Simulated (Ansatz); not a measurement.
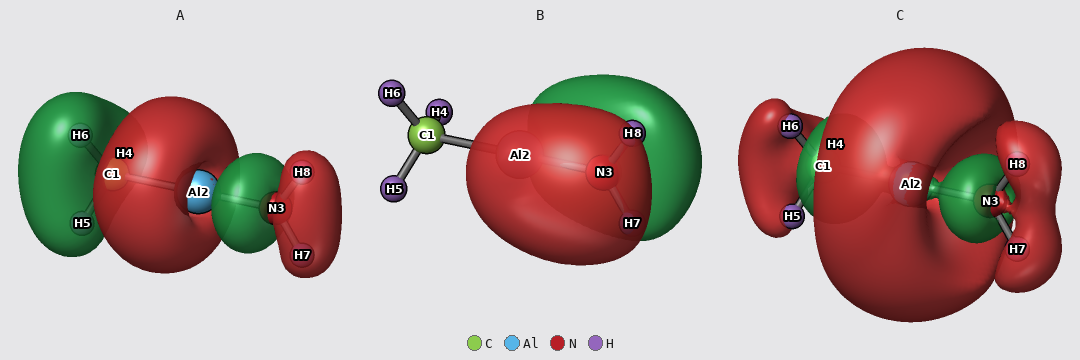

*CH5AlN (SMILES [CH3][Al+][NH2]) (charge +1). Three frontier orbitals at ±0.06 Å⁻³ᐟ² (green and red are the two phases), in no order.*

Geometry: B3LYP-D3(BJ)/def2-SVP.

Method: isolated molecule in a Gaussian basis; Kohn-Sham density functional theory, functional PBE0 in Ansatz.

```csv
atom,x (Å),y (Å),z (Å)
C,-2.1892,2.0516,-0.7805
Al,-0.4625,1.2402,-0.6438
N,1.0928,0.5015,-0.5104
H,-2.2292,2.7113,-1.6620
H,-2.9597,1.2684,-0.8755
H,-2.3943,2.6420,0.1278
H,1.3519,-0.4027,-0.9076
H,1.8961,0.9027,-0.0241
```

### Order the three orbitals by energy and name them.

A is the HOMO−1 (−15.06 eV). By Hirshfeld shares it lies mainly on C1 (about 45 %), Al2 (about 25 %) and N3 (about 10 %). B is the HOMO (−13.37 eV). It lies mainly on N3 (about 70 %) and Al2 (about 20 %). C is the LUMO (−6.78 eV). It lies mainly on Al2 (about 60 %), C1 (about 15 %) and N3 (about 10 %).

### What is the HOMO–LUMO gap?

6.59 eV between the orbital energies.
